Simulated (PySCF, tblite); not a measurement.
# C2H10O3Si4, a small molecule taken as a stand-in for a surface group (silica-backed Si): NMR shifts, core binding energies and electronic excitations, part 2 of 2

tblite 0.8.0 and PySCF 2.14.0. Atoms count from 0, parts from 1. Earlier steps stand in the parts before.

## Step 4: Nuclear shieldings: PBE0/pcSseg-1

The job: settings as JSON, then the geometry in Å.

```
{"job": {"kind": "nmr", "xc": "PBE0", "basis": "pcSseg-1"}, "charge": 0, "multiplicity": 1}
Si    -1.201304    -0.344911     2.390305
O     -0.033671    -0.879306     1.340379
Si     0.759131    -0.614487    -0.069355
O      1.335923     0.919989    -0.101616
Si     0.900263     2.519171    -0.208299
O     -0.263247    -0.846954    -1.328277
Si    -1.741431    -0.486425    -1.990765
C      2.147009    -1.775565    -0.200065
C      3.076271    -2.554691    -0.279352
H     -1.598744    -1.475277     3.274021
H     -0.672784     0.780128     3.216195
H     -2.391909     0.132875     1.621416
H      2.024975     3.350404     0.301728
H      0.608067     2.877616    -1.627190
H     -0.321506     2.765612     0.618624
H     -2.041861     0.965410    -1.794298
H     -1.696155    -0.794152    -3.446577
H     -2.808369    -1.297745    -1.335095
H      3.898324    -3.244612    -0.353914
```

With the program's defaults for keys left out, this is: GIAO PBE0/pcSseg-1 NMR shielding, non-relativistic, gas phase.

The program printed:

```text
coarse grid: 18128 points
cycle   1  E = -1464.8076758837  dE =  8.472e-01  |g| = 1.220e+00  |ddm| = 4.172e+00
cycle   2  E = -1464.3974482752  dE =  4.102e-01  |g| = 1.898e+00  |ddm| = 2.128e+00
cycle   3  E = -1465.0581992967  dE = -6.608e-01  |g| = 1.978e-01  |ddm| = 1.514e+00
cycle   4  E = -1465.0642274548  dE = -6.028e-03  |g| = 1.303e-01  |ddm| = 2.286e-01
cycle   5  E = -1465.0681499162  dE = -3.922e-03  |g| = 3.891e-02  |ddm| = 9.600e-02
cycle   6  E = -1465.0685097672  dE = -3.599e-04  |g| = 3.467e-03  |ddm| = 3.141e-02
cycle   7  E = -1465.0685129318  dE = -3.165e-06  |g| = 7.019e-04  |ddm| = 4.493e-03
final grid: 157464 points
cycle   8  E = -1465.1508061414  dE = -1.062e-05  |g| = 1.108e-02  |ddm| = 2.557e-02
cycle   9  E = -1465.1507799210  dE =  2.622e-05  |g| = 1.649e-02  |ddm| = 1.679e-02
cycle  10  E = -1465.1508270007  dE = -4.708e-05  |g| = 7.433e-04  |ddm| = 1.025e-02
cycle  11  E = -1465.1508271142  dE = -1.135e-07  |g| = 2.682e-04  |ddm| = 8.060e-04
cycle  12  E = -1465.1508271261  dE = -1.192e-08  |g| = 1.556e-04  |ddm| = 2.513e-04
cycle  13  E = -1465.1508271322  dE = -6.095e-09  |g| = 2.136e-05  |ddm| = 1.117e-04
cycle  14  E = -1465.1508271323  dE = -1.010e-10  |g| = 6.473e-06  |ddm| = 2.216e-05
converged SCF energy = -1465.1508271323

GIAO shielding tensors (ppm)
atom      isotropic    diamagn.    paramagn.     s11        s22        s33       span
  0 Si     391.106     879.397    -488.290    347.645    362.426    463.248    115.603
  1 O      278.929     402.076    -123.148    251.613    285.228    299.945     48.332
  2 Si     443.011     882.107    -439.095    440.726    441.248    447.060      6.334
  3 O      278.081     402.016    -123.935    249.043    283.692    301.509     52.466
  4 Si     390.605     879.429    -488.823    346.858    362.486    462.473    115.615
  5 O      279.048     402.081    -123.032    251.686    284.850    300.610     48.924
  6 Si     390.861     879.418    -488.556    347.444    362.120    463.020    115.576
  7 C      100.902     258.740    -157.838      5.773      5.874    291.059    285.286
  8 C       87.380     260.585    -173.205      1.398      1.481    259.263    257.865
  9 H       26.241      28.083      -1.842     22.829     24.237     31.657      8.828
 10 H       26.099      29.375      -3.276     22.732     24.639     30.925      8.193
 11 H       26.047      30.976      -4.929     22.490     25.400     30.251      7.761
 12 H       26.251      28.105      -1.854     22.847     24.228     31.677      8.830
 13 H       26.103      29.409      -3.306     22.743     24.645     30.920      8.177
 14 H       26.051      31.099      -5.047     22.513     25.442     30.199      7.687
 15 H       26.041      30.998      -4.957     22.483     25.417     30.223      7.740
 16 H       26.243      28.099      -1.856     22.838     24.235     31.657      8.820
 17 H       26.100      29.391      -3.292     22.735     24.635     30.929      8.193
 18 H       29.276      31.613      -2.337     24.024     24.027     39.777     15.752
```

Wall time 46 s (1 thread of AMD EPYC 9R45, shared host); peak memory 1.5 GiB.

The references, computed at this level on geometries of the same kind, shield at (ppm): ¹H TMS 31.27, ¹³C TMS 184.4, ²⁹Si TMS 352.0, ¹⁷O H2O 334.6. Their shielding less the atom's gives the shift. The references are single molecules in the gas phase, so shifts against H2O, NH3, PH3, H3PO4 or CFCl3 are not on the usual liquid scales and can be off by tens of ppm. Atoms listed in one row are averaged.

| atoms | environment | σ (ppm) | δ (ppm) |
| --- | --- | --- | --- |
| C8 | carbon bonded to C, H | 87.4 | 97.0 |
| C7 | carbon bonded to C, Si | 100.9 | 83.5 |
| H11, H15 | hydrogen on a silicon bonded to O | 26.04 | 5.22 |
| H14 | hydrogen on a silicon bonded to O | 26.05 | 5.22 |
| H10 | hydrogen on a silicon bonded to O | 26.10 | 5.17 |
| H17 | hydrogen on a silicon bonded to O | 26.10 | 5.17 |
| H13 | hydrogen on a silicon bonded to O | 26.10 | 5.16 |
| H9 | hydrogen on a silicon bonded to O | 26.24 | 5.03 |
| H16 | hydrogen on a silicon bonded to O | 26.24 | 5.02 |
| H12 | hydrogen on a silicon bonded to O | 26.25 | 5.02 |
| H18 | hydrogen on a carbon bonded to C | 29.28 | 1.99 |
| Si4 | silicon bonded to O, 3 H | 390.6 | -38.6 |
| Si6 | silicon bonded to O, 3 H | 390.9 | -38.9 |
| Si0 | silicon bonded to O, 3 H | 391.1 | -39.1 |
| Si2 | silicon bonded to C, 3 O | 443.0 | -91.0 |
| O3 | oxygen bonded to 2 Si | 278.1 | 56.5 |
| O1 | oxygen bonded to 2 Si | 278.9 | 55.6 |
| O5 | oxygen bonded to 2 Si | 279.0 | 55.5 |

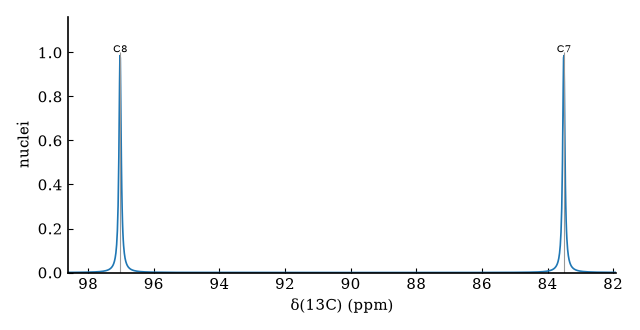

¹³C lines at the computed shifts, without couplings. Lines are broadened to a width of 0.08 ppm (Lorentzian).

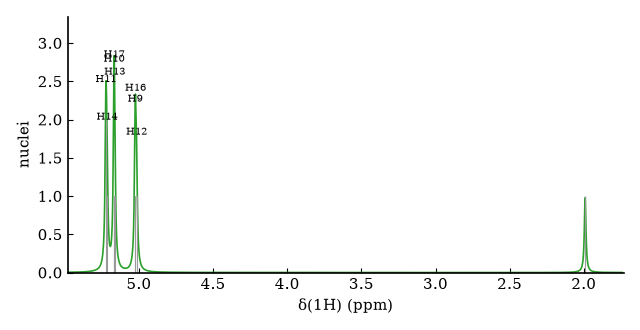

¹H lines at the computed shifts, without couplings. Lines are broadened to a width of 0.01 ppm (Lorentzian).

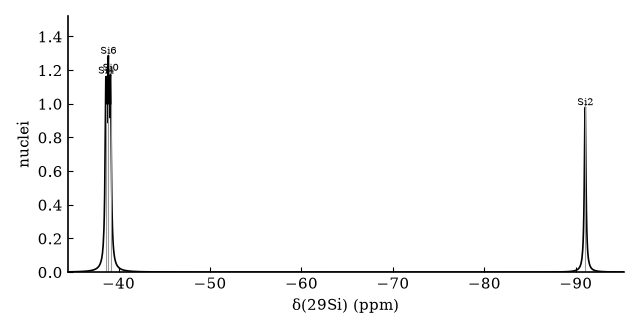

²⁹Si lines at the computed shifts, without couplings. Lines are broadened to a width of 0.21 ppm (Lorentzian).

The run also stored atomic charges by several schemes (e):

| atoms | Mulliken | IAO | Hirshfeld | ESP fit |
| --- | --- | --- | --- | --- |
| Si0 | 0.69 | 0.85 | 0.39 | 0.57 |
| O1 | -0.76 | -0.87 | -0.31 | -0.55 |
| Si2 | 1.40 | 1.58 | 0.54 | 1.28 |
| O3 | -0.76 | -0.87 | -0.31 | -0.55 |
| Si4 | 0.69 | 0.85 | 0.39 | 0.57 |
| O5 | -0.76 | -0.87 | -0.31 | -0.55 |
| Si6 | 0.69 | 0.85 | 0.39 | 0.57 |
| C7 | -0.17 | -0.36 | -0.15 | -0.46 |
| C8 | -0.16 | -0.16 | -0.07 | -0.15 |

IAO charges:

Si0 0.85; O1 -0.87; Si2 1.58; O3 -0.87; Si4 0.85; O5 -0.87; Si6 0.85; C7 -0.36; C8 -0.16; H9 -0.13; H10 -0.14; H11 -0.15; H12 -0.12; H13 -0.14; H14 -0.15; H15 -0.15; H16 -0.13; H17 -0.14; H18 0.21

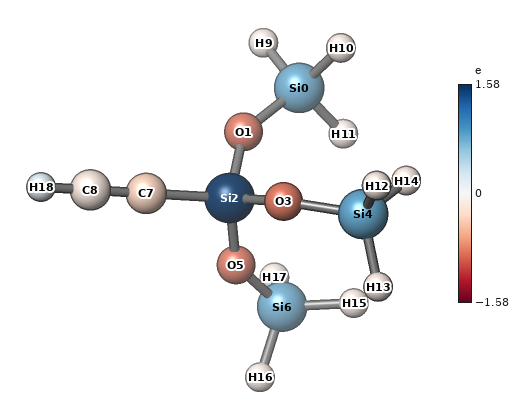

IAO charges, as colours on the atoms.

Mayer bond orders: Si0–O1 0.89, O1–Si2 0.94, Si2–O3 0.94, O3–Si4 0.89, Si2–O5 0.94, O5–Si6 0.89, Si2–C7 0.91, C7–C8 2.54.

The fields below are evaluated on a grid from the run's orbitals.

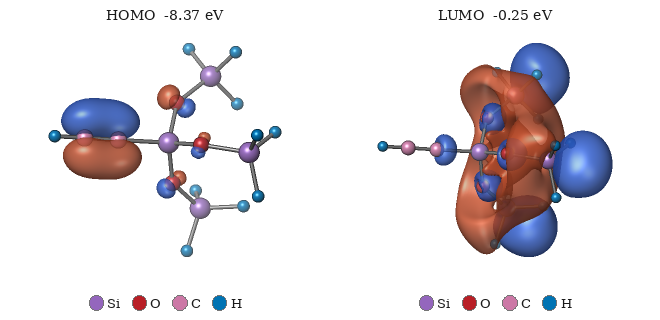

Frontier orbitals at PBE0/pcSseg-1; each surface holds 70 % of the orbital's density, blue and red mark the sign.

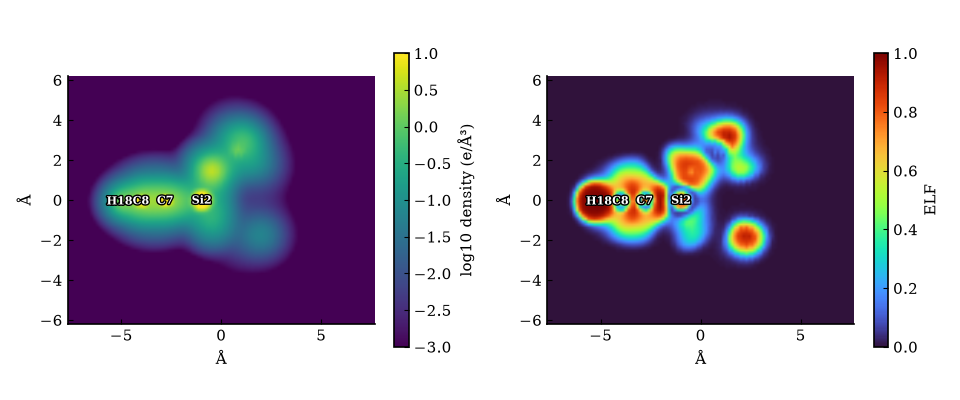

Density (left) and ELF (right) in a plane through or near 4 of the atoms.

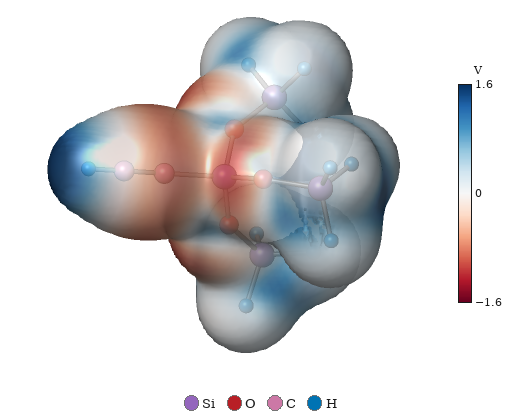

Electrostatic potential on the surface of density 0.002 e/bohr³; red is low, blue high. It runs, from the 1st to the 99th percentile, from -0.94 V near O3 to 1.60 V near H18.

## Step 5: X-ray photoelectron lines: SCAN, X2C

Settings changed since step 4:

```diff
@@ -1,2 +1,2 @@
-{"job": {"kind": "nmr", "xc": "PBE0", "basis": "pcSseg-1"}, "charge": 0, "multiplicity": 1}
+{"job": {"kind": "xps", "holes": 5}, "charge": 0, "multiplicity": 1}
 Si    -1.201304    -0.344911     2.390305
```

With the program's defaults for keys left out, this is: delta-SCF UKS SCAN, pcX-2 on the ionised atom, pcseg-1 elsewhere, spin-free X2C.

The program printed:

```text
ground state, core basis on atom 1 (O), 223 functions
  cycle   1  E = -1467.93032973  |g| = 1.30e+00
  cycle   2  E = -1466.97939182  |g| = 2.52e+00
  cycle   3  E = -1468.20357796  |g| = 3.56e-01
  cycle   4  E = -1468.22216987  |g| = 2.67e-01
  cycle   5  E = -1468.23950976  |g| = 8.50e-02
  cycle   6  E = -1468.24131041  |g| = 1.84e-02
  cycle   7  E = -1468.24135753  |g| = 1.21e-02
  cycle   8  E = -1468.24137984  |g| = 2.37e-03
  cycle   9  E = -1468.24138280  |g| = 4.74e-04
  E(ground) = -1468.37994845 Eh
hole in O 1s of atom 1
  cycle   1  E = -1447.63536566  |g| = 2.23e+00
  cycle   2  E = -1447.09129695  |g| = 2.24e+00
  cycle   3  E = -1448.33345703  |g| = 5.66e-01
  cycle   4  E = -1448.23901804  |g| = 6.38e-01
  cycle   5  E = -1448.46383748  |g| = 1.31e-01
  cycle   6  E = -1448.47085444  |g| = 6.63e-02
  cycle   7  E = -1448.47253342  |g| = 1.27e-02
  cycle   8  E = -1448.47261523  |g| = 3.86e-03
  cycle   9  E = -1448.47262294  |g| = 9.06e-04
  cycle  10  E = -1448.47262288  |g| = 4.81e-04
  E(ion) = -1448.61125735 Eh   <S^2> = 0.7619   hole on atom = 1.000   binding energy = 537.933 eV
ground state, core basis on atom 2 (Si), 234 functions
  cycle   1  E = -1468.32123123  |g| = 3.14e-01
  cycle   2  E = -1468.31462974  |g| = 2.29e-01
  cycle   3  E = -1468.31676996  |g| = 1.91e-01
  cycle   4  E = -1468.32319524  |g| = 6.56e-02
  cycle   5  E = -1468.32421377  |g| = 1.93e-02
  cycle   6  E = -1468.32431020  |g| = 2.40e-03
  cycle   7  E = -1468.32431036  |g| = 9.01e-04
  cycle   8  E = -1468.32430984  |g| = 2.44e-04
  E(ground) = -1468.42505030 Eh
hole in Si 2p of atom 2
  cycle   1  E = -1463.99568935  |g| = 1.25e+00
  cycle   2  E = -1463.42366849  |g| = 1.47e+00
  cycle   3  E = -1463.98093010  |g| = 7.85e-01
  cycle   4  E = -1464.27593424  |g| = 2.99e-01
  cycle   5  E = -1464.31904354  |g| = 8.67e-02
  cycle   6  E = -1464.32228490  |g| = 2.89e-02
  cycle   7  E = -1464.32263982  |g| = 1.16e-02
  cycle   8  E = -1464.32268708  |g| = 3.60e-03
  cycle   9  E = -1464.32269560  |g| = 8.82e-04
  cycle  10  E = -1464.32269596  |g| = 3.26e-04
  E(ion) = -1464.43409651 Eh   <S^2> = 0.7513   hole on atom = 1.003   binding energy = 108.599 eV
  2p3/2 = 108.419 eV   2p1/2 = 109.045 eV
ground state, core basis on atom 3 (O), 223 functions
  cycle   1  E = -1468.23964709  |g| = 1.14e-01
  cycle   2  E = -1468.23693227  |g| = 1.40e-01
  cycle   3  E = -1468.23994492  |g| = 5.54e-02
  cycle   4  E = -1468.24031445  |g| = 2.91e-02
  cycle   5  E = -1468.24053322  |g| = 3.88e-03
  cycle   6  E = -1468.24054033  |g| = 7.95e-04
  cycle   7  E = -1468.24053988  |g| = 3.07e-04
  E(ground) = -1468.37984583 Eh
hole in O 1s of atom 3
  cycle   1  E = -1447.63410040  |g| = 2.23e+00
  cycle   2  E = -1447.08866840  |g| = 2.24e+00
  cycle   3  E = -1448.33152864  |g| = 5.66e-01
  cycle   4  E = -1448.23735548  |g| = 6.37e-01
  cycle   5  E = -1448.46198207  |g| = 1.31e-01
  cycle   6  E = -1448.46896559  |g| = 6.64e-02
  cycle   7  E = -1448.47064966  |g| = 1.27e-02
  cycle   8  E = -1448.47073414  |g| = 3.91e-03
  cycle   9  E = -1448.47074036  |g| = 9.02e-04
  cycle  10  E = -1448.47074113  |g| = 5.84e-04
  cycle  11  E = -1448.47073967  |g| = 2.94e-04
  E(ion) = -1448.61122640 Eh   <S^2> = 0.7621   hole on atom = 1.000   binding energy = 537.932 eV
ground state, core basis on atom 5 (O), 223 functions
  cycle   1  E = -1468.23741311  |g| = 1.63e-01
  cycle   2  E = -1468.22723546  |g| = 2.71e-01
  cycle   3  E = -1468.24058037  |g| = 3.41e-02
  cycle   4  E = -1468.24065510  |g| = 2.50e-02
  cycle   5  E = -1468.24078270  |g| = 7.14e-03
  cycle   6  E = -1468.24080013  |g| = 1.76e-03
  cycle   7  E = -1468.24080199  |g| = 2.38e-04
  E(ground) = -1468.37995825 Eh
hole in O 1s of atom 5
  cycle   1  E = -1447.63423822  |g| = 2.23e+00
  cycle   2  E = -1447.09002393  |g| = 2.24e+00
  cycle   3  E = -1448.33167755  |g| = 5.67e-01
  cycle   4  E = -1448.23781177  |g| = 6.38e-01
  cycle   5  E = -1448.46286005  |g| = 1.31e-01
  cycle   6  E = -1448.47000276  |g| = 6.62e-02
  cycle   7  E = -1448.47166884  |g| = 1.28e-02
  cycle   8  E = -1448.47175575  |g| = 3.92e-03
  cycle   9  E = -1448.47176486  |g| = 1.07e-03
  cycle  10  E = -1448.47176332  |g| = 9.40e-04
  cycle  11  E = -1448.47176415  |g| = 2.21e-04
  E(ion) = -1448.61100622 Eh   <S^2> = 0.7619   hole on atom = 1.000   binding energy = 537.941 eV
ground state, core basis on atom 7 (C), 223 functions
  cycle   1  E = -1468.20647126  |g| = 1.31e-01
  cycle   2  E = -1468.19966361  |g| = 2.22e-01
  cycle   3  E = -1468.20885008  |g| = 2.53e-02
  cycle   4  E = -1468.20873683  |g| = 3.22e-02
  cycle   5  E = -1468.20900942  |g| = 5.82e-03
  cycle   6  E = -1468.20901335  |g| = 1.40e-03
  cycle   7  E = -1468.20901373  |g| = 2.73e-04
  E(ground) = -1468.35170368 Eh
hole in C 1s of atom 7
  cycle   1  E = -1456.96679890  |g| = 1.51e+00
  cycle   2  E = -1452.19210745  |g| = 2.56e+00
  cycle   3  E = -1456.93237356  |g| = 8.83e-01
  cycle   4  E = -1457.24665419  |g| = 7.83e-01
  cycle   5  E = -1457.52071753  |g| = 1.87e-01
  cycle   6  E = -1457.53746676  |g| = 5.14e-02
  cycle   7  E = -1457.53895646  |g| = 3.18e-02
  cycle   8  E = -1457.53958721  |g| = 1.22e-02
  cycle   9  E = -1457.53994196  |g| = 8.59e-03
  cycle  10  E = -1457.54007887  |g| = 7.60e-03
  cycle  11  E = -1457.54014824  |g| = 3.21e-03
  cycle  12  E = -1457.54015999  |g| = 9.37e-04
  cycle  13  E = -1457.54016360  |g| = 2.61e-04
  E(ion) = -1457.68108924 Eh   <S^2> = 0.8652   hole on atom = 1.000   binding energy = 290.362 eV
```

It took 59 s on 1 thread of AMD EPYC 9R45, shared host; peak memory 1.1 GiB.

Binding energies by hole, beside the orbital energy of the ground state; the difference holds orbital relaxation and, for a density functional, its self-interaction error:

| hole | stands for | environment | ΔSCF (eV; 2p as the shell's mean) | −ε (eV) | ⟨S²⟩ |
| --- | --- | --- | --- | --- | --- |
| O1s on O1 | O1 | oxygen bonded to 2 Si | 537.93 | 516.7 | 0.762 |
| Si2p on Si2 | Si2 | silicon bonded to C, 3 O | 108.63 | 97.9 | 0.751 |
| O1s on O3 | O3 | oxygen bonded to 2 Si | 537.93 | 516.7 | 0.762 |
| O1s on O5 | O5 | oxygen bonded to 2 Si | 537.94 | 516.7 | 0.762 |
| C1s on C7 | C7 | carbon bonded to C, Si | 290.36 (doubtful) | 273.5 | 0.865 |

Doubtful: the ion did not converge, its hole moved, or its ⟨S²⟩ is well above 0.75.

With the spin-orbit splitting: Si2 2p3/2 108.42, 2p1/2 109.05 eV. The table gives each 2p level as the mean over the whole 2p shell (two parts 2p3/2, one part 2p1/2), which differs a little from the single hole in the log.

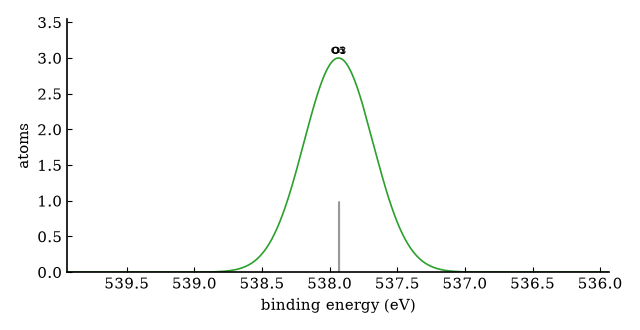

The O1s photoelectron lines, weighted by the number of atoms. Lines are broadened to a width of 0.60 eV (Gaussian).

## Step 6: Ultraviolet spectrum: CAM-B3LYP/def2-SVPD

Settings changed since step 5:

```diff
@@ -1,2 +1,2 @@
-{"job": {"kind": "xps", "holes": 5}, "charge": 0, "multiplicity": 1}
+{"job": {"kind": "uv", "xc": "CAM-B3LYP", "basis": "def2-SVPD", "nstates": 6, "ntriplets": 2, "ip": true}, "charge": 0, "multiplicity": 1}
 Si    -1.201304    -0.344911     2.390305
```

Level: TDDFT CAM-B3LYP/def2-SVPD, vertical, gas phase, core orbitals frozen in the response.

The program printed:

```text
coarse grid: 18128 points
cycle   1  E = -1464.9138436861  dE =  7.951e-01  |g| = 1.173e+00  |ddm| = 1.027e+01
cycle   2  E = -1464.7267100052  dE =  1.871e-01  |g| = 1.556e+00  |ddm| = 4.985e+00
cycle   3  E = -1465.1732292291  dE = -4.465e-01  |g| = 1.055e-01  |ddm| = 2.390e+00
cycle   4  E = -1465.1750555287  dE = -1.826e-03  |g| = 6.952e-02  |ddm| = 4.060e-01
cycle   5  E = -1465.1761467348  dE = -1.091e-03  |g| = 2.373e-02  |ddm| = 1.503e-01
cycle   6  E = -1465.1762833707  dE = -1.366e-04  |g| = 2.587e-03  |ddm| = 5.933e-02
cycle   7  E = -1465.1762853612  dE = -1.990e-06  |g| = 3.814e-04  |ddm| = 1.278e-02
final grid: 157464 points
cycle   8  E = -1465.3931892031  dE = -1.626e-05  |g| = 1.766e-03  |ddm| = 9.840e-02
cycle   9  E = -1465.3931892024  dE =  7.267e-10  |g| = 1.983e-03  |ddm| = 1.069e-02
cycle  10  E = -1465.3931899381  dE = -7.357e-07  |g| = 2.271e-04  |ddm| = 3.199e-03
cycle  11  E = -1465.3931899487  dE = -1.060e-08  |g| = 8.649e-05  |ddm| = 7.985e-04
cycle  12  E = -1465.3931899505  dE = -1.760e-09  |g| = 3.090e-05  |ddm| = 2.978e-04
cycle  13  E = -1465.3931899507  dE = -2.065e-10  |g| = 1.148e-05  |ddm| = 6.069e-05
converged SCF energy = -1465.3931899507

Static polarisability (au): isotropic 129.163, principal 122.495 122.626 142.368

Singlet excitations
state   eV       nm        f      main configurations
  1   6.0365    205.4   0.00000   H->L+1 0.17, H-1->L+2 0.17, H-1->L+1 0.16
  2   6.3121    196.4   0.00008   H-1->L+2 0.28, H->L+1 0.28
  3   6.3123    196.4   0.00005   H->L+2 0.28, H-1->L+1 0.28
  4   7.4879    165.6   0.00022   H-2->L 0.77
  5   7.6245    162.6   0.00933   H-4->L 0.37, H->L 0.30
  6   7.6267    162.6   0.00942   H-3->L 0.37, H-1->L 0.30

Triplet excitations (Tamm-Dancoff, eV): 4.9148 5.4024
Vertical ionisation energy (delta-SCF) = 10.7416 eV
```

Run time: 4.4 min. Hardware: 1 thread of AMD EPYC 9R45, shared host; peak memory 2 GiB.

Frontier orbitals and where they lie:

| orbital | eV | atoms |
| --- | --- | --- |
| HOMO−3 | -10.48 | O3 15 %, Si4 13 %, H12 8 % |
| HOMO−2 | -10.14 | O1 17 %, O3 17 %, O5 17 % |
| HOMO−1 | -9.79 | C7 40 %, C8 38 %, O3 5 % |
| HOMO | -9.78 | C7 39 %, C8 38 %, O1 5 % |
| LUMO | 0.54 | Si2 13 %, Si4 12 %, Si6 12 % |
| LUMO+1 | 0.92 | C8 23 %, C7 21 %, Si6 9 % |
| LUMO+2 | 0.92 | C8 23 %, C7 21 %, Si2 9 % |

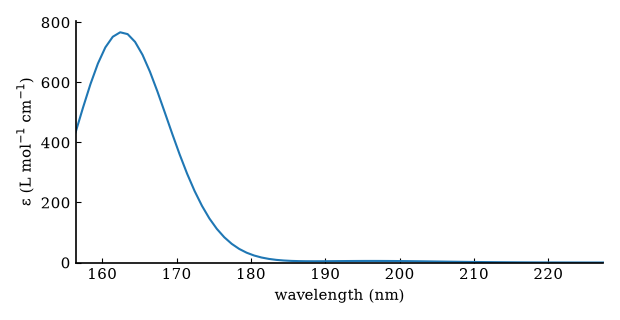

Absorption spectrum: each of the 6 states is a Gaussian band of 0.4 eV half-width at 1/e. Beyond the last state computed it falls off for lack of states.

Ground-state properties from the same run:

| property | computed |
| --- | --- |
| dipole moment (D) | 0.47 |
| polarisability (Å³) | 19.14 |
| HOMO–LUMO gap (eV) | 10.32 |
| −ε(HOMO) (eV) | 9.78 |

## Step 7: Outcome

What follows sums up all 2 parts.

| quantity | value |
| --- | --- |
| point group | C1 |
| rotational constants (main isotopes) | 0.68, 0.64, 0.64 GHz |
| ¹³C shifts against TMS (PBE0/pcSseg-1) | 97.0, 83.5 ppm |
| ¹H shifts against TMS (PBE0/pcSseg-1, means over atoms taken as alike) | 5.22, 5.22, 5.17, 5.17, 5.16, 5.03, 5.02, 5.02, 1.99 ppm |
| ²⁹Si shifts against TMS (PBE0/pcSseg-1) | -38.6, -38.9, -39.1, -91.0 ppm |
| ¹⁷O shifts against H2O (PBE0/pcSseg-1) | 56.5, 55.6, 55.5 ppm |
| surface potential, 1st and 99th percentile | -0.94 V and 1.60 V |
| O1s binding energies, SCAN/pcX-2 | O5 537.94, O1 537.93, O3 537.93 eV |
| Si2p binding energies, SCAN/pcX-2 (standing for 1 of 4 atoms) | Si2 108.63 eV |
| lowest singlet (CAM-B3LYP/def2-SVPD) | 6.04 eV (205 nm), f = 0.000 |
| brightest single state of those computed | state 6, 7.63 eV, f = 0.009 |
| lowest triplet | 4.91 eV |
| vertical ionisation energy (ΔSCF) | 10.74 eV |

In words: Over 3 steps the energy fell by 0.469 eV; of the close pairs, Si0–O1 changed most, 1.598 to 1.659 Å (PBE0/def2-SVP). No frequency check was run at this level, so the end point may be a saddle. At PBE0/pcSseg-1: Shielding is most anisotropic at C7 (span 285 ppm, paramagnetic term -158 ppm). The O1s levels computed lie within 0.01 eV of one another, too close to rank. The lowest singlet, at 6.04 eV, is HOMO→LUMO+1 0.17, HOMO−1→LUMO+2 0.17 and is dark; of the 6 states computed, the strongest absorption comes from states 5 to 6 together at 7.63 eV (the last computed, so partners may be missing). The lowest triplet lies 1.12 eV below the lowest singlet (triplets in Tamm-Dancoff, singlets in full TDDFT). The orbital energy would give 9.78 eV for ionisation, ΔSCF gives 10.74 eV. In this run the hole sits in HOMO−2, not in the HOMO; unless the two are degenerate, this need not be the first ionisation. A capped cluster stands for the solid here, so long-range fields and strain are missing, and bands or shifts of the capping hydrogens have no counterpart in it.
